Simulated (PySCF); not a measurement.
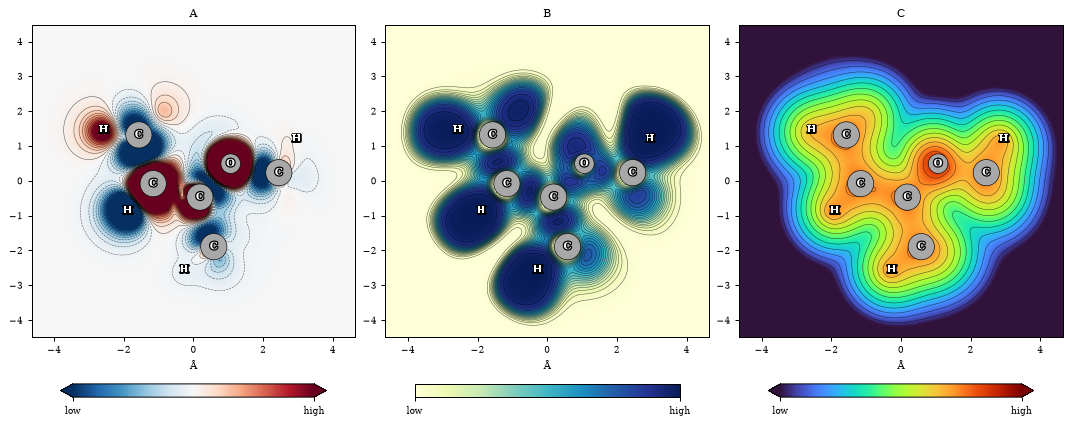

C6H11FO (charge +1, doublet): 3 fields on the plane of atoms C3, C4 and H13, with unlabelled colour scales. Grey discs cover the atomic cores.

Geometry: GFN2-xTB.

Theory: UKS B3LYP, pcH-1 on C F H O, non-relativistic, mean-field spin-orbit, GIAO (PySCF).

**Which field does each panel show? The fields are: electron density, electron localisation function and spin density.**

Panel A: spin density (confined to the atoms that carry the unpaired spin). Panel B: electron localisation function. Panel C: electron density. From the grid: C–O (1.31 Å): the density is about 2.8 e/Å³ at the midpoint; the ELF peaks at about 0.90 between the atoms, as expected for a polar covalent bond. C–C (1.40 Å): the density is about 2 e/Å³ at the midpoint; the ELF peaks at about 0.95 between the atoms; localised, covalent bonding.
